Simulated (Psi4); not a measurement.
# BNH4 (SMILES BN): PBE/6-31G(d) (spherical functions, sweep point 6)

Aim: the vertical singlet–triplet gap of BNH4 at PBE/6-31G* (spherical functions, sweep point 6), from 2 runs. Input form: a Python script.

Program for the calculation: Psi4 1.11.

13 further runs of the same task are left out: 6 that didn't finish, 7 set aside as unsound or not needed.

## 1. The system as given

BNH4: 6 atoms, total charge 0, spin state singlet. As SMILES, `BN`. Geometry: relaxed at PBE0-D4/def2-TZVP.

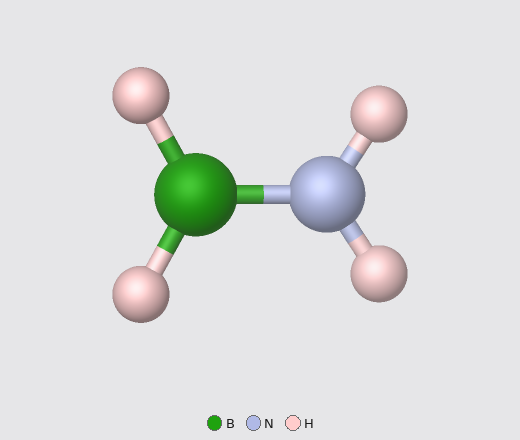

Viewed from a chosen angle; boron green, nitrogen light blue, hydrogen pink.

## 2. The energy at PBE/6-31G(d) (spherical functions, sweep point 6)

Input file job.py:

```python
import psi4

psi4.set_memory(1600000000)
psi4.set_num_threads(1)
psi4.core.set_output_file('run.log', False)

mol = psi4.geometry("""
0 1
B     -0.24226289    -1.28425787    -0.04837699
N      0.27608899     1.28010048     0.02040904
H      0.42670016    -2.58514534     1.67713194
H     -1.34548500    -2.13293388    -1.83152256
H     -0.22979070     2.48253321    -1.36211459
H      1.19430691     2.11913888     1.45754576
units au
symmetry c1
""")

psi4.set_options({
    'basis': '6-31G*',
    'reference': 'rks',
    'puream': True,
    'scf_type': 'pk',
    'dft_radial_points': 99,
    'dft_spherical_points': 590,
})

energy_value, wavefunction = psi4.energy('pbe', return_wfn=True)
print(f'pbe energy: {energy_value:.10f} Eh')
```

Run with:

```sh
$ python job.py
```

run.log:

```text
[...]
  Running in c1 symmetry.
[...]
  Nuclear repulsion =   32.316093054913715
[...]
  Multiplicity = 1
[...]
  Nalpha       = 8
  Nbeta        = 8
[...]
    Number of basis functions: 36
[...]
   @RKS iter   1:   -81.64036845508654   -1.91935e-01   2.07104e-02 ADIIS/DIIS
[...]
   @RKS iter   8:   -81.90638718388135   -3.87210e-09   2.80397e-07 DIIS
[...]
    Orbital Energies [Eh]
    ---------------------
    Doubly Occupied:
       1A    -13.996152     2A     -6.474252     3A     -0.790001
       4A     -0.463477     5A     -0.461927     6A     -0.333654
       7A     -0.265212     8A     -0.254273
[...]
  @RKS Final Energy:   -81.90638718388135
   => Energetics <=
    Nuclear Repulsion Energy =             32.3160930549137149
    One-Electron Energy =                -173.5229030786343856
    Two-Electron Energy =                  71.6634702526131946
    DFT Exchange-Correlation Energy =     -12.3630474127738861
    Empirical Dispersion Energy =           0.0000000000000000
    VV10 Nonlocal Energy =                  0.0000000000000000
    Total Energy =                        -81.9063871838813498
[...]
 Multipole Moments:
 ------------------------------------------------------------------------------------
     Multipole            Electronic (a.u.)      Nuclear  (a.u.)        Total (a.u.)
 ------------------------------------------------------------------------------------
 L = 1.  Multiply by 2.5417464519 to convert [e a0] to [Debye]
 Dipole X            :          0.0947899            0.0811556            0.1759455
 Dipole Y            :          0.4693494            0.4016450            0.8709944
 Dipole Z            :          0.0126209            0.0107185            0.0233394
 Magnitude           :                                                    0.8888941
[...]
```

Standard output:

```text
pbe energy: -81.9063871839 Eh
```

It took 6 s on 1 thread of AMD EPYC 7R43 (Zen 3), shared host; peak memory 0.57 GiB.

## 3. The triplet at the same level

Input file calc.py:

```python
import psi4

psi4.set_memory(1600000000)
psi4.set_num_threads(1)
psi4.set_output_file('run.log', False)

geom = psi4.geometry("""
0 3
B     -0.24226289    -1.28425787    -0.04837699
N      0.27608899     1.28010048     0.02040904
H      0.42670016    -2.58514534     1.67713194
H     -1.34548500    -2.13293388    -1.83152256
H     -0.22979070     2.48253321    -1.36211459
H      1.19430691     2.11913888     1.45754576
units au
symmetry c1
""")

psi4.set_options({
    'basis': '6-31G*',
    'reference': 'uks',
    'puream': True,
    'scf_type': 'pk',
    'dft_radial_points': 99,
    'dft_spherical_points': 590,
    'maxiter': 150,
})

result, w = psi4.energy('pbe', return_wfn=True)
print('E =', round(result, 9))
```

Run with:

```sh
$ python calc.py
```

run.log:

```text
[...]
  Running in c1 symmetry.
[...]
  Nuclear repulsion =   32.316093054913715
[...]
  Multiplicity = 3
[...]
  Nalpha       = 9
  Nbeta        = 7
[...]
    Number of basis functions: 36
[...]
   @UKS iter   1:   -81.33313595306785    1.15297e-01   2.26782e-02 ADIIS/DIIS
[...]
   @UKS iter 127:   -81.67723071124999   -1.96436e-07   5.50811e-07 DIIS
[...]
   @S^2 Observed:                2.003163879E+00
[...]
    Orbital Energies [Eh]
    ---------------------
    Alpha Occupied:
       1A    -14.052331     2A     -6.447394     3A     -0.847243
       4A     -0.508290     5A     -0.498949     6A     -0.348040
       7A     -0.323691     8A     -0.282432     9A     -0.036517
    Alpha Virtual:
      10A      0.029736    11A      0.080527    12A      0.159902
      13A      0.205294    14A      0.213817    15A      0.404207
      16A      0.412456    17A      0.444618    18A      0.522707
      19A      0.634612    20A      0.651757    21A      0.767176
      22A      0.805819    23A      0.865734    24A      0.889138
      25A      1.104130    26A      1.159301    27A      1.164028
[...]
  @UKS Final Energy:   -81.67723071124999
   => Energetics <=
    Nuclear Repulsion Energy =             32.3160930549137149
    One-Electron Energy =                -172.9729423291594514
    Two-Electron Energy =                  71.3213672578524438
    DFT Exchange-Correlation Energy =     -12.3417486948567063
    Empirical Dispersion Energy =           0.0000000000000000
    VV10 Nonlocal Energy =                  0.0000000000000000
    Total Energy =                        -81.6772307112499902
[...]
 Multipole Moments:
 ------------------------------------------------------------------------------------
     Multipole            Electronic (a.u.)      Nuclear  (a.u.)        Total (a.u.)
 ------------------------------------------------------------------------------------
 L = 1.  Multiply by 2.5417464519 to convert [e a0] to [Debye]
 Dipole X            :          0.2161588            0.0811556            0.2973144
 Dipole Y            :          1.0693607            0.4016450            1.4710057
 Dipole Z            :          0.0287062            0.0107185            0.0394247
 Magnitude           :                                                    1.5012688
[...]
```

Standard output:

```text
E = -81.677230711
```

Wall time 88 s (1 thread of AMD EPYC 7R43 (Zen 3), shared host); peak memory 0.57 GiB.

## 4. Results

At PBE/6-31G* (spherical functions, sweep point 6):

| quantity | value |
| --- | --- |
| singlet: total energy | -81.90639 Eh |
| singlet: dipole moment | 2.26 D |
| singlet: HOMO energy | -6.92 eV |
| singlet: LUMO energy | -0.14 eV |
| singlet: HOMO–LUMO gap | 6.78 eV |
| triplet: total energy | -81.67723 Eh |
| triplet: dipole moment | 3.82 D |
| triplet: HOMO energy (highest over α and β) | -0.99 eV |
| triplet: ⟨S²⟩ | 2.003 |
| vertical energy of the triplet above the singlet | 6.236 eV |

**Reading.** At this shape the triplet lies 6.24 eV (144 kcal/mol) above the singlet.
